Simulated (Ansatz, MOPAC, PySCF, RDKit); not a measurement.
HCl (SMILES Cl) and GeH4 (SMILES [GeH4]) are pulled apart as rigid monomers along the line of their centres of mass, from the B3LYP-D3(BJ)/def2-TZVP minimum. Starting geometry (charge 0, multiplicity 1):
```xyz
7

Cl    -0.840     0.825    -0.481
H     -1.077     0.210     0.622
Ge     0.213    -0.080     3.379
H      0.186     1.444     3.550
H     -0.993    -0.503     2.516
H      0.098    -0.772     4.743
H      1.503    -0.511     2.669
```

Interaction energies with rigid monomers; basis-set methods are counterpoise corrected unless marked otherwise.

The state that AM1 reach isn't checked.

Run with Ansatz (Gaussian basis) for Hartree–Fock, density functionals and correlated methods; MOPAC for AM1 (differences of heats of formation); PySCF for the dispersion terms; RDKit for the force fields. 

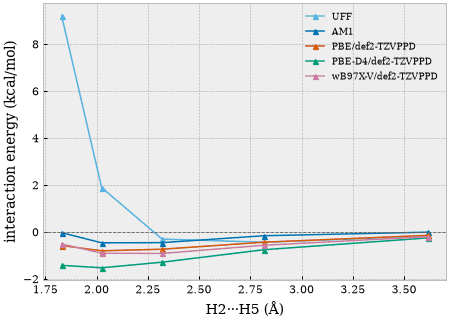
Interaction energy against separation

Question: Which level binds most strongly at H2···H5 = 2.02, and by how much?

Answer: PBE-D4/def2-TZVPPD, -1.5 kcal/mol.

Ansatz is an electronic-structure program.
